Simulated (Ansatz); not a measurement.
## Geometry relaxation of MoHCl$_{2}$F$_{4}$

MoHCl$_{2}$F$_{4}$, multiplicity 2, computed with UKS PBE/def2-SVP (Ansatz 0.2.0).

The input holds or restrains some coordinates. It belongs to a series of runs on one base structure; here: pulled along the bonds that form and break, towards end A. Figures and captions count atoms from 1; the log counts them from 0 in places.

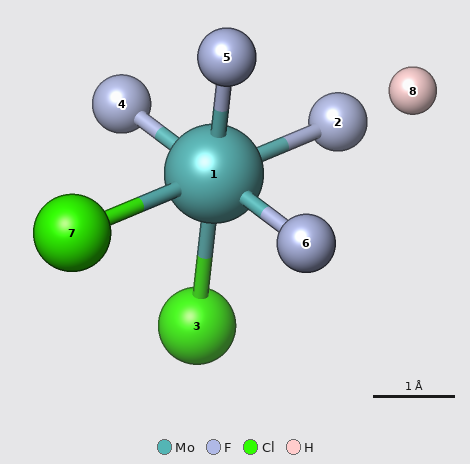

Fig. 1: The structure as given in the input (ball-and-stick view, seen at a tilt; atoms are numbered from 1 in the order of the input). Sticks mark near contacts. Bond lengths as drawn: Cl–Mo 2.31 Å and F–Mo 1.77 to 2.02 Å.

**Summary**

```tsv
quantity	value
outcome	converged under the restraints of the input
total energy	−37752.7779 eV
mean-field energy	−37752.7779 eV
⟨S²⟩	0.751
largest force (length of the vector) at the end, held atoms and coordinates included	1.391 eV/Å
hardware	4 threads of Arm Neoverse V2, 24 GiB of memory available, shared host
wall time	73 s (CPU time 4.7 min)
peak memory	0.39 GiB
```

**Input**
```yaml
crystal:
  periodic: [false, false, false]
  atoms:
    - { symbol: Mo, position_ang: [0.0, 0.0, 0.0] }
    - { symbol: F, position_ang: [0.0, 0.0, 2.02] }
    - { symbol: Cl, position_ang: [2.31, 0.0, 0.0] }
    - { symbol: F, position_ang: [0.0, 1.77, 0.0] }
    - { symbol: F, position_ang: [-1.77, 0.0, 0.0] }
    - { symbol: F, position_ang: [0.0, -1.77, 0.0] }
    - { symbol: Cl, position_ang: [0.0, 0.0, -2.31] }
    - { symbol: H, position_ang: [0.0, 0.0, 3.24] }
magnetization:
  spin_polarized: true
  initial_magnetization: 1
basis:
  gaussian: { orbitals: def2-SVP }
hamiltonian:
  xc: pbe
relax:
  f_tol: 0.15
  max_steps: 25
  restrain:
    - { distance: [1, 7], at: 2.12, k: 30.0 }
    - { distance: [0, 1], at: 1.77, k: 30.0 }
output:
  orbitals: {}
```

Run as:
```bash
ansatz run input.yaml --threads 4 --pin off --max-ram 5120MiB --backend cpu --events-out ev --progress --plain --runs-dir out
```

**What the program printed**
```
The last accepted step is kept in [file] (removed where the run ends without a failure and the disk answers)
Engine: ansatz 0.2.0, aarch64-unknown-linux-gnu
Functional definition: PBE
  parameter kappa = 0.804
  parameter beta = 0.06672455060314922
  exchange = pbe_x(kappa = kappa, mu = beta*pi^2/3)
  correlation = pbe_c(beta = beta)
1343 factors; their error is unknown
mean field evaluation 1: about -37746.6016 eV, gradient 4.3e1 eV
mean field evaluation 2: about -37612.0629 eV, gradient 1.9e2 eV
mean field evaluation 4: about -37745.6308 eV, gradient 3.4e1 eV
mean field evaluation 8: about -37748.5963 eV, gradient 2.1e1 eV
mean field evaluation 16: about -37752.6360 eV, gradient 1.1e-1 eV
mean field evaluation 32: about -37751.7039 eV, gradient 1.0e1 eV
mean field evaluation 64: about -37752.2006 eV, gradient 2.4e-6 eV
mean field evaluation 96: about -37751.3645 eV, gradient 8.6e0 eV
mean field evaluation 128: about -37749.5094 eV, gradient 6.1e0 eV
mean field -37752.63643090 eV, -1387.3837991796 hartree, gradient 2.9e-6 eV, S^2 0.754569; 12 other end points of the search recorded, 0 dependent functions left out
the calculation of the forces begins
reference -37752.63650205 eV, -1387.3838017943 hartree; 43, 42 occupied and 85, 86 virtual orbitals, 1343 factors
relax step   1: F+E_penalty+E_count = -37752.63643090 eV  Δ(F+E_penalty+E_count) = +0.000e0 eV  max|allowed force component| = 6.000e0 eV/Å  E_restraint = 13.08750000 eV  max|allowed force component, restraints' pulls added| = 2.850e1 eV/Å  Δτ_max = 0.0000 Å  (559 SCF iters, accepted)
  distance F 1 - H 7 = 1.2200 Å
  distance Mo 0 - F 1 = 2.0200 Å
these checks for a lower state are left out or cut short: starts, cluster_reference, orbital_swaps, neighbouring_geometries, increment
1343 factors; their error is unknown
mean field evaluation 160: about -37750.7453 eV, gradient 1.5e1 eV
mean field -37752.50113012 eV, -1387.3788269676 hartree, gradient 5.5e-6 eV, S^2 0.757817; 1 other end points of the search recorded, 0 dependent functions left out
[... from here on the field's lines of each further geometry are left out, up to the last ...]
relax step   2: F+E_penalty+E_count = -37752.50113012 eV  Δ(F+E_penalty+E_count) = +1.353e-1 eV  max|allowed force component| = 6.879e-1 eV/Å  E_restraint = 4.53742586 eV  max|allowed force component, restraints' pulls added| = 1.981e1 eV/Å  Δτ_max = 0.1997 Å  (129 SCF iters, accepted)
relax step   3: F+E_penalty+E_count = -37752.44687447 eV  Δ(F+E_penalty+E_count) = +5.426e-2 eV  max|allowed force component| = 3.328e0 eV/Å  E_restraint = 0.42440183 eV  max|allowed force component, restraints' pulls added| = 5.497e0 eV/Å  Δτ_max = 0.1948 Å  (73 SCF iters, accepted)
relax step   4: F+E_penalty+E_count = -37752.67957908 eV  Δ(F+E_penalty+E_count) = -2.327e-1 eV  max|allowed force component| = 1.618e0 eV/Å  E_restraint = 0.01491263 eV  max|allowed force component, restraints' pulls added| = 5.933e-1 eV/Å  Δτ_max = 0.1947 Å  (46 SCF iters, accepted)
relax step   5: F+E_penalty+E_count = -37752.74076641 eV  Δ(F+E_penalty+E_count) = -6.119e-2 eV  max|allowed force component| = 1.512e0 eV/Å  E_restraint = 0.03196653 eV  max|allowed force component, restraints' pulls added| = 1.698e-1 eV/Å  Δτ_max = 0.2000 Å  (42 SCF iters, accepted)
relax step   6: F+E_penalty+E_count = -37752.75229807 eV  Δ(F+E_penalty+E_count) = -1.153e-2 eV  max|allowed force component| = 1.381e0 eV/Å  E_restraint = 0.03264714 eV  max|allowed force component, restraints' pulls added| = 3.978e-2 eV/Å  Δτ_max = 0.1264 Å  (38 SCF iters, accepted)
relax step   7: F+E_penalty+E_count = -37752.76700471 eV  Δ(F+E_penalty+E_count) = -1.471e-2 eV  max|allowed force component| = 1.480e0 eV/Å  E_restraint = 0.06242254 eV  max|allowed force component, restraints' pulls added| = 1.389e0 eV/Å  Δτ_max = 0.1986 Å  (38 SCF iters, rejected (line search))
relax step   8: F+E_penalty+E_count = -37752.75810081 eV  Δ(F+E_penalty+E_count) = -5.803e-3 eV  max|allowed force component| = 1.315e0 eV/Å  E_restraint = 0.03241648 eV  max|allowed force component, restraints' pulls added| = 8.865e-2 eV/Å  Δτ_max = 0.0961 Å  (38 SCF iters, accepted)
relax step   9: F+E_penalty+E_count = -37752.76810227 eV  Δ(F+E_penalty+E_count) = -1.000e-2 eV  max|allowed force component| = 1.258e0 eV/Å  E_restraint = 0.03779934 eV  max|allowed force component, restraints' pulls added| = 2.793e-1 eV/Å  Δτ_max = 0.0992 Å  (37 SCF iters, accepted)
relax step  10: F+E_penalty+E_count = -37752.77528829 eV  Δ(F+E_penalty+E_count) = -7.186e-3 eV  max|allowed force component| = 1.345e0 eV/Å  E_restraint = 0.03337156 eV  max|allowed force component, restraints' pulls added| = 9.480e-2 eV/Å  Δτ_max = 0.1498 Å  (37 SCF iters, accepted)
relax step  11: F+E_penalty+E_count = -37752.79157891 eV  Δ(F+E_penalty+E_count) = -1.629e-2 eV  max|allowed force component| = 1.302e0 eV/Å  E_restraint = 0.05611779 eV  max|allowed force component, restraints' pulls added| = 7.984e-1 eV/Å  Δτ_max = 0.1908 Å  (37 SCF iters, rejected (line search))
the calculation of the forces begins
reference -37752.77788947 eV, -1387.3889976862 hartree; 43, 42 occupied and 85, 86 virtual orbitals, 1343 factors
relax step  12: F+E_penalty+E_count = -37752.77781449 eV  Δ(F+E_penalty+E_count) = -2.526e-3 eV  max|allowed force component| = 1.369e0 eV/Å  E_restraint = 0.03097919 eV  max|allowed force component, restraints' pulls added| = 1.145e-1 eV/Å  Δτ_max = 0.0945 Å  (38 SCF iters, accepted)
  distance F 1 - H 7 = 2.1203 Å
  distance Mo 0 - F 1 = 1.8154 Å
1343 factors; their error is unknown
mean field evaluation 288: about -37752.8418 eV, gradient 1.5e-1 eV
mean field evaluation 320: about -37749.0550 eV, gradient 5.0e0 eV
mean field evaluation 352: about -37750.2129 eV, gradient 8.1e-1 eV
```

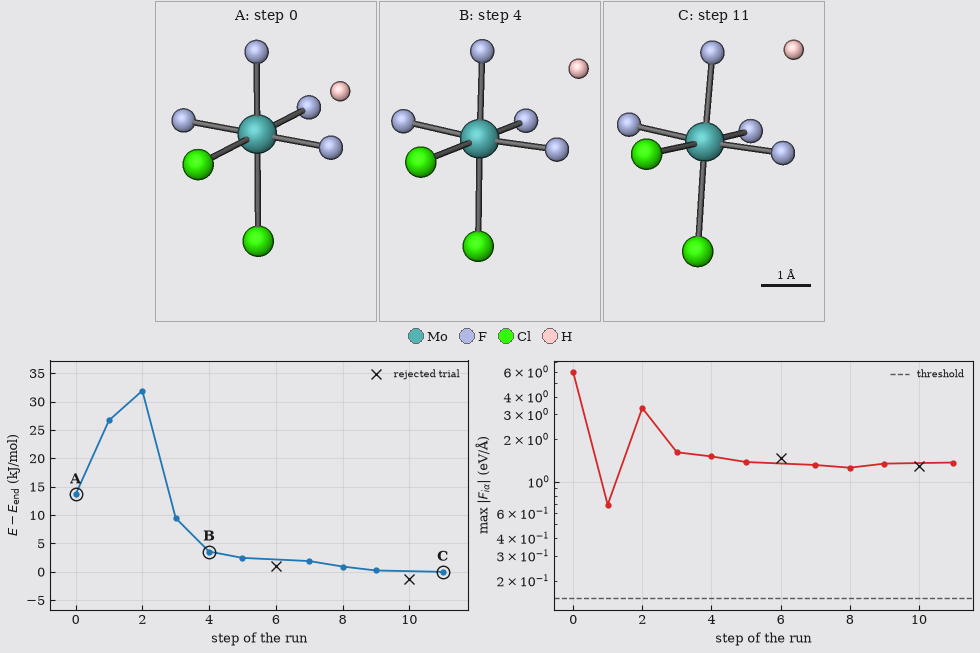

Fig. 2: Frames of the restrained relaxation (ball-and-stick view, seen at a tilt) above the curves, on which the letters mark them (the first geometry is step 0 here and step 1 in the log).

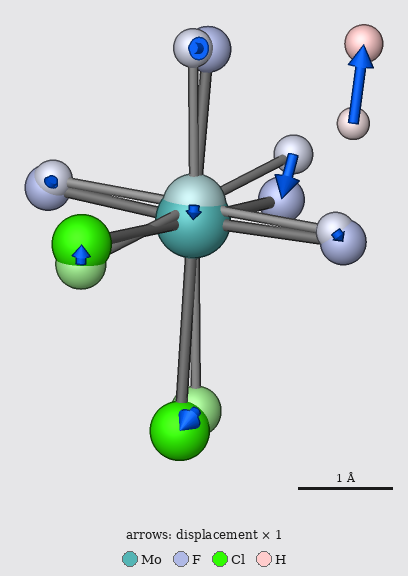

Fig. 3: Start (faint) and end (solid) with the displacements as blue arrows, at true length (ball-and-stick view, seen at a tilt). The two geometries are laid on each other by the best rigid fit. Over 11 geometry steps the energy falls by 13.6 kJ/mol. The largest force component goes from 6 to 1.4 eV/Å. The line search rejected the trial steps at points 6, 10 (counted from 0) and went back. The atom that moves furthest after the best rigid fit is H8 (0.86 Å). By element the largest moves are H 0.86 Å, F 0.50 Å, Cl 0.36 Å, Mo 0.16 Å. Distances before and after: Mo1–F2 2.020 → 1.815 Å, Mo1–F5 1.770 → 1.859 Å, Mo1–F4 1.770 → 1.851 Å, Mo1–Cl3 2.310 → 2.297 Å. Among the angles that change: F4–Mo1–F6 180.0° → 175.5°, Cl3–Mo1–F5 180.0° → 177.5°. (Atoms are counted from 1 in the order of the input.)

```
mean field -37752.77781449 eV, -1387.3889949304 hartree, gradient 2.0e-5 eV, S^2 0.750931; 8 other end points of the search recorded, 0 dependent functions left out
the calculation of the forces begins
reference -37752.77788947 eV, -1387.3889976862 hartree; 43, 42 occupied and 85, 86 virtual orbitals, 1343 factors
Total energy: -37752.77788947 eV, -1387.3889976862 hartree
Atom 0 at     0.153036    -0.000000    -0.026472 Å, force    -0.246359     0.000000    -1.369284 eV/Å
Atom 1 at     0.467699    -0.000000     1.761495 Å, force     0.356681    -0.000000     1.279459 eV/Å
Atom 2 at     2.422136     0.000000    -0.381551 Å, force     0.003509    -0.000000    -0.027384 eV/Å
Atom 3 at     0.102807     1.849348     0.025434 Å, force     0.002959     0.015009    -0.003788 eV/Å
Atom 4 at    -1.669663    -0.000000     0.341338 Å, force    -0.006653     0.000000     0.016796 eV/Å
Atom 5 at     0.102807    -1.849349     0.025434 Å, force     0.002959    -0.015009    -0.003788 eV/Å
Atom 6 at    -0.273455     0.000000    -2.282100 Å, force     0.004790    -0.000000    -0.003305 eV/Å
Atom 7 at    -0.765367     0.000000     3.486423 Å, force    -0.117885     0.000000     0.111294 eV/Å
Dipole moment:     0.101108    -0.000000    -0.025388 e Å
```

**Trajectory as extended XYZ (Å, eV, eV/Å), 12 frames, from step=1 to step=12**
```
8
Properties=species:S:1:pos:R:3:forces:R:3 step=1 energy=-37752.63643
Mo    0.0000    0.0000    0.0000    3.2381   0.0000  -3.7340
F     0.0000    0.0000    2.0200    0.5672   0.0000   6.0004
Cl    2.3100    0.0000    0.0000    0.7314   0.0000   0.2954
F     0.0000    1.7700    0.0000   -0.1165   3.0498   0.5428
F    -1.7700    0.0000    0.0000   -4.1569   0.0000   0.4355
F     0.0000   -1.7700    0.0000   -0.1165  -3.0498   0.5428
Cl    0.0000    0.0000   -2.3100    0.1366   0.0000   0.0903
H     0.0000    0.0000    3.2400   -0.2835   0.0000  -4.1731
8
Properties=species:S:1:pos:R:3:forces:R:3 step=2 energy=-37752.50113
Mo    0.0022    0.0000   -0.0766    0.4118   0.0000  -0.2042
F     0.0632    0.0000    1.8305    0.6879   0.0000   0.2703
Cl    2.3539    0.0000    0.0346   -0.5248   0.0000  -0.1073
F    -0.0146    1.8270    0.0232   -0.0975   0.5472  -0.0168
F    -1.8449    0.0000    0.0586   -0.1879   0.0000  -0.0972
F    -0.0146   -1.8270    0.0232   -0.0975  -0.5472  -0.0168
Cl    0.0235    0.0000   -2.3591    0.1032   0.0000   0.0504
H    -0.0288    0.0000    3.4155   -0.2954   0.0000   0.1217
8
Properties=species:S:1:pos:R:3:forces:R:3 step=3 energy=-37752.44687
Mo    0.0054    0.0000   -0.0930    0.5246   0.0000  -2.4813
F     0.1103    0.0000    1.6628    0.1316   0.0000   3.3276
Cl    2.3422    0.0000    0.0307   -0.2638   0.0000  -0.3388
F    -0.0180    1.8362    0.0221   -0.1133   0.4100  -0.2359
F    -1.8443    0.0000    0.0594   -0.0337   0.0000  -0.1922
F    -0.0180   -1.8362    0.0221   -0.1133  -0.4100  -0.2359
Cl    0.0259    0.0000   -2.3613   -0.0344   0.0000  -0.3248
H    -0.0635    0.0000    3.6072   -0.0976   0.0000   0.4813
8
Properties=species:S:1:pos:R:3:forces:R:3 step=4 energy=-37752.67958
Mo    0.0355    0.0000   -0.1075    0.0940   0.0000  -1.1659
F     0.1217    0.0000    1.6918    0.0347   0.0000   1.6179
Cl    2.3507    0.0000   -0.0404   -0.1886   0.0000  -0.1921
F    -0.0257    1.8514   -0.0138   -0.0119  -0.0978  -0.1769
F    -1.8234    0.0000    0.0287    0.1926   0.0000  -0.1510
F    -0.0257   -1.8514   -0.0138   -0.0119   0.0978  -0.1769
Cl    0.0167    0.0000   -2.3914   -0.0498   0.0000  -0.0422
H    -0.1099    0.0000    3.7963   -0.0593   0.0000   0.2872
8
Properties=species:S:1:pos:R:3:forces:R:3 step=5 energy=-37752.74077
Mo    0.0814    0.0000   -0.0652   -0.0866   0.0000  -1.5124
F     0.2154    0.0000    1.7447    0.1299   0.0000   1.1110
Cl    2.3709    0.0000   -0.1679    0.0819   0.0000  -0.0285
F     0.0152    1.8450   -0.0420    0.0134   0.1372   0.0451
F    -1.7687    0.0000    0.0726   -0.0773   0.0000   0.0901
F     0.0152   -1.8450   -0.0420    0.0134  -0.1372   0.0451
Cl   -0.0801    0.0000   -2.3600    0.0181   0.0000   0.0117
H    -0.3095    0.0000    3.8098   -0.0927   0.0000   0.2379
8
Properties=species:S:1:pos:R:3:forces:R:3 step=6 energy=-37752.75230
Mo    0.0978    0.0000   -0.0627   -0.0994   0.0000  -1.3805
F     0.2716    0.0000    1.7450    0.2220   0.0000   1.1217
Cl    2.3889    0.0000   -0.2261    0.0039   0.0000  -0.0152
F     0.0389    1.8495   -0.0250    0.0102   0.0042   0.0140
F    -1.7480    0.0000    0.1370   -0.0398   0.0000   0.0389
F     0.0389   -1.8495   -0.0250    0.0102  -0.0042   0.0140
Cl   -0.1244    0.0000   -2.3489    0.0008   0.0000   0.0013
H    -0.4237    0.0000    3.7557   -0.1080   0.0000   0.2058
8
Properties=species:S:1:pos:R:3:forces:R:3 step=7 energy=-37752.76701 accepted=F
Mo    0.1235    0.0000   -0.0528   -0.0393   0.0000  -1.4799
F     0.3764    0.0000    1.7414    0.2664   0.0000   1.3251
Cl    2.4066    0.0000   -0.3056    0.0159   0.0000  -0.0528
F     0.0738    1.8493   -0.0066   -0.0064   0.0229  -0.0057
F    -1.7074    0.0000    0.2334   -0.1372   0.0000   0.0441
F     0.0738   -1.8493   -0.0066   -0.0064  -0.0229  -0.0057
Cl   -0.2013    0.0000   -2.3286    0.0110   0.0000   0.0358
H    -0.6053    0.0000    3.6755   -0.1040   0.0000   0.1391
8
Properties=species:S:1:pos:R:3:forces:R:3 step=8 energy=-37752.75810
Mo    0.1085    0.0000   -0.0583   -0.1015   0.0000  -1.3155
F     0.3101    0.0000    1.7466    0.2979   0.0000   1.1504
Cl    2.3982    0.0000   -0.2751   -0.0326   0.0000   0.0209
F     0.0578    1.8509   -0.0098   -0.0019  -0.0339  -0.0072
F    -1.7333    0.0000    0.1862   -0.0071   0.0000  -0.0130
F     0.0578   -1.8509   -0.0098   -0.0019   0.0339  -0.0072
Cl   -0.1519    0.0000   -2.3382   -0.0377   0.0000  -0.0103
H    -0.5072    0.0000    3.7082   -0.1152   0.0000   0.1819
8
Properties=species:S:1:pos:R:3:forces:R:3 step=9 energy=-37752.76810
Mo    0.1244    0.0000   -0.0544   -0.1531   0.0000  -1.2583
F     0.3626    0.0000    1.7474    0.2648   0.0000   1.1466
Cl    2.4124    0.0000   -0.2963   -0.0640   0.0000  -0.0569
F     0.0780    1.8510   -0.0020   -0.0031  -0.0415  -0.0178
F    -1.7138    0.0000    0.2261    0.0308   0.0000   0.0251
F     0.0780   -1.8510   -0.0020   -0.0031   0.0415  -0.0178
Cl   -0.2088    0.0000   -2.3268    0.0421   0.0000   0.0267
H    -0.5927    0.0000    3.6580   -0.1145   0.0000   0.1524
8
Properties=species:S:1:pos:R:3:forces:R:3 step=10 energy=-37752.77529
Mo    0.1436    0.0000   -0.0360   -0.2202   0.0000  -1.3448
F     0.4274    0.0000    1.7581    0.3361   0.0000   1.2171
Cl    2.4182    0.0000   -0.3602   -0.0126   0.0000  -0.0128
F     0.0951    1.8500    0.0162    0.0018  -0.0050  -0.0042
F    -1.6861    0.0000    0.2943    0.0033   0.0000   0.0220
F     0.0951   -1.8500    0.0162    0.0018   0.0050  -0.0042
Cl   -0.2474    0.0000   -2.2986    0.0073   0.0000   0.0015
H    -0.7060    0.0000    3.5599   -0.1175   0.0000   0.1252
8
Properties=species:S:1:pos:R:3:forces:R:3 step=11 energy=-37752.79158 accepted=F
Mo    0.1653    0.0000   -0.0185   -0.2580   0.0000  -1.3022
F     0.5173    0.0000    1.7650    0.3295   0.0000   1.2015
Cl    2.4279    0.0000   -0.4228   -0.0282   0.0000  -0.0187
F     0.1183    1.8495    0.0364   -0.0033   0.0038  -0.0078
F    -1.6518    0.0000    0.3871    0.0618   0.0000   0.0028
F     0.1183   -1.8495    0.0364   -0.0033  -0.0038  -0.0078
Cl   -0.3053    0.0000   -2.2682    0.0028   0.0000   0.0473
H    -0.8500    0.0000    3.4347   -0.1012   0.0000   0.0848
8
Properties=species:S:1:pos:R:3:forces:R:3 step=12 energy=-37752.77781
Mo    0.1530    0.0000   -0.0265   -0.2464   0.0000  -1.3693
F     0.4677    0.0000    1.7615    0.3567   0.0000   1.2795
Cl    2.4221    0.0000   -0.3816    0.0035   0.0000  -0.0274
F     0.1028    1.8493    0.0254    0.0030   0.0150  -0.0038
F    -1.6697    0.0000    0.3413   -0.0067   0.0000   0.0168
F     0.1028   -1.8493    0.0254    0.0030  -0.0150  -0.0038
Cl   -0.2735    0.0000   -2.2821    0.0048   0.0000  -0.0033
H    -0.7654    0.0000    3.4864   -0.1179   0.0000   0.1113
```

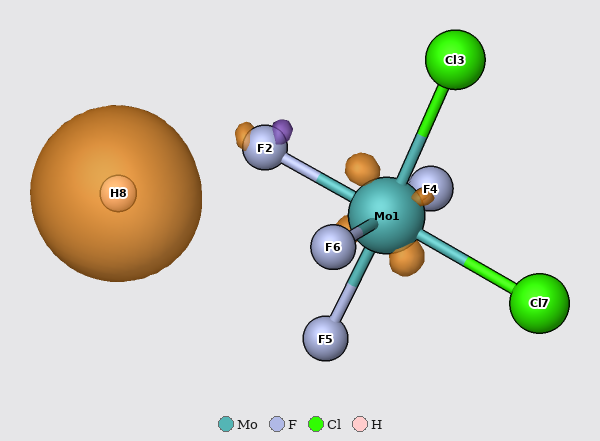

Fig. 4: Isosurfaces of the spin density (α minus β) at +0.03 (orange) and −0.03 e/Å³ (purple), seen at a tilt. The unpaired spin (1 electron) lies mostly on H8 (about 0.9), in electrons by Hirshfeld's partition.

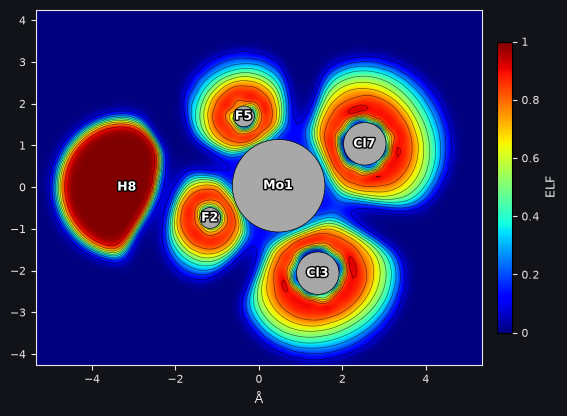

Fig. 5: Electron localisation function on the plane of atoms Cl3, Mo1 and Cl7. Grey discs, where drawn, cover atomic cores. The section cuts through Mo, F, Cl and H sites. F2···H8 (2.12 Å): the ELF is only about 0.10 between them (a non-bonded, intermolecular contact). Mo–F (1.82 Å): the ELF peaks at about 0.85 in the valence shell of F, 0.5 Å from its nucleus, and drops to about 0.25 between the two atoms. Mo–Cl (2.30 Å): the ELF peaks at about 0.85 in the valence shell of Cl, 0.8 Å from its nucleus, and is about 0.30 at the midpoint. F–H (2.12 Å): the ELF climbs to about 1 towards the hydrogen, as it does in any bond to H. Mo–F (1.86 Å): the ELF peaks at about 0.85 in the valence shell of F, 0.5 Å from its nucleus, and drops to about 0.25 between the two atoms.

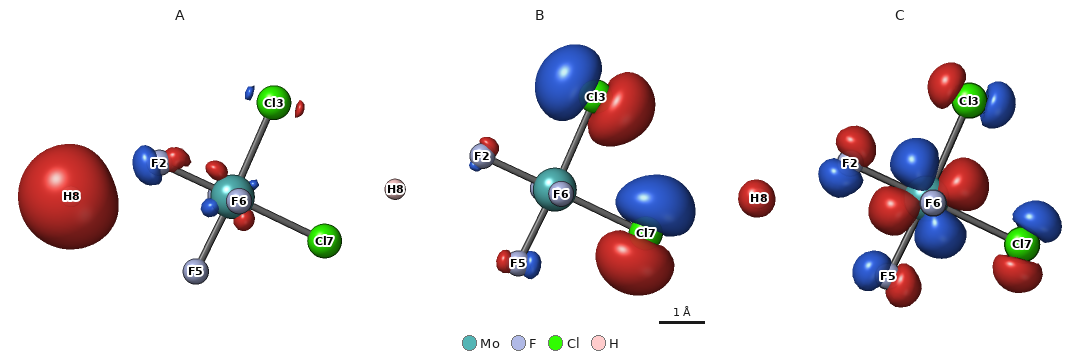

Fig. 6: Three frontier orbitals at ±0.15 Å⁻³ᐟ² (red and blue are the two phases). B is the HOMO−1 (α) (−8.42 eV). A is the HOMO (α) (−7.36 eV). By Hirshfeld shares it lies mainly on H8 (85 %). C is the LUMO (α) (−6.23 eV). It lies mainly on Mo1 (55 %), Cl7 (10 %), F2 (10 %), Cl3 (10 %) and F5 (10 %). The HOMO–LUMO gap is 1.13 eV between the orbital energies.
